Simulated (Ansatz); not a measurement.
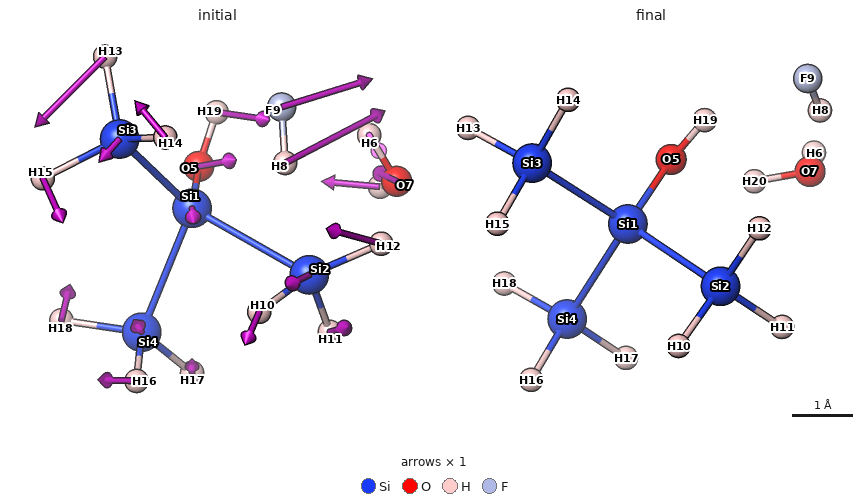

The structure of Si4H13O2F (started from a transition state, displaced along its imaginary mode) before (left) and after (right) a relaxation, at one scale. The purple arrows give the displacements, at their true length.

Style: ball-and-stick. Shown at a tilt.

These are results of RKS PBE0-D4/def2-TZVP in Ansatz, not measurements. Set-up: force threshold 0.005 eV/Å; at most 200 steps.

> Summarise the run.

The atom that moves furthest after the best rigid fit is H8 (2.41 Å). Largest moves by element: H 2.41 Å, F 1.71 Å, O 1.16 Å, Si 0.98 Å. Some distances before and after: Si2–H8 1.968 → 4.333 Å, Si1–H8 1.881 → 3.987 Å, Si1–F9 2.347 → 3.951 Å, Si1–Si2 2.500 → 2.348 Å. Bond angles that change, for instance: Si1–Si2–H12 132.5° → 111.0°, Si2–Si1–Si4 88.5° → 109.0°, Si1–Si2–H10 91.2° → 108.4°. Groups turn about Si1–Si3 by about 70°, Si1–O5 by about 20°. After 58 accepted moves (62 points after the start) the energy has fallen by 156.7 kJ/mol. Largest force component: 2.6 eV/Å at the start, 0.0038 eV/Å at the end. The line search rejected the trial steps at points 7, 11, 48, 51 of the run.
